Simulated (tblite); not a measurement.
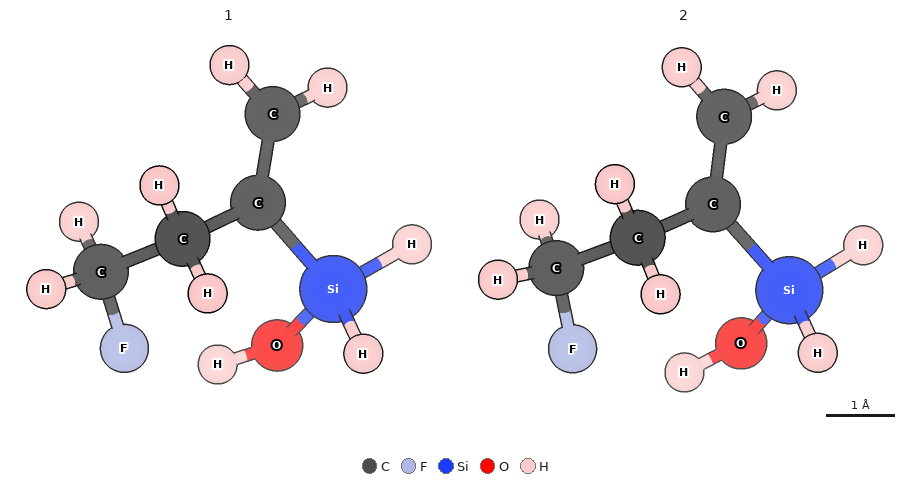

Two geometries of C4H9FOSi, drawn at one scale. One is the start of a relaxation, the other its converged end. Style: ball-and-stick. Shown at a tilt.

Computed with GFN2-xTB geometry optimisation, gas phase (tblite). 

Which of the two is the end point?

Structure 2 is the relaxed one. Over 41 geometry steps the energy falls by 4.36 kcal/mol. The largest move after the best rigid fit is that of an H atom, 0.29 Å. Largest moves by element: H 0.29 Å, O 0.15 Å, F 0.13 Å, C 0.07 Å, Si 0.02 Å. Among the contacts that change: O–Si 1.659 → 1.621 Å, C–Si 1.880 → 1.900 Å, H–Si 1.475 → 1.455 Å, C–C 1.544 → 1.525 Å. Among the angles between lasting bonds that change: O–Si–H 109.9° → 101.9°, Si–O–H 114.6° → 121.3°, H–Si–H 109.8° → 114.2°. Cost: 0.25 s on 1 thread of Arm Neoverse V1, with other jobs on the host.
